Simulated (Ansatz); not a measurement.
Take K2CaC2O6 (space group R-3m, No. 166; a = 5.381 Å, c = 18.000 Å (hexagonal axes)) as the base. Axes: x lies along a and z along c of the hexagonal cell.

Modification: biaxial strain +0.76 %, plane normal [001], relaxed out of plane (Cartesian); in-plane vectors clamped, the third vector and the atoms free.

Level of theory: Ansatz (an electronic-structure program), r2SCAN, PAW, cutoff 500 eV, no spin-orbit coupling, earlier PAW set.

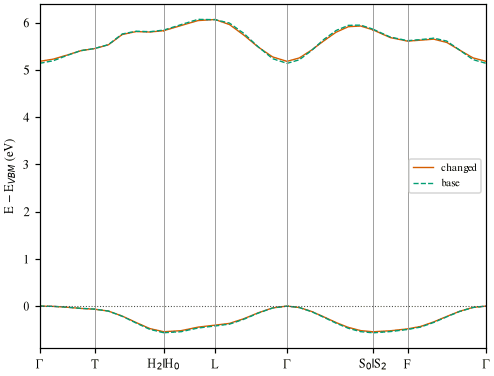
Figure. Highest valence and lowest conduction band along the path, each from its own valence-band maximum

The gap is 5.18 eV, direct at Γ; the base has 5.14 eV.

Stability against distortions was not tested.
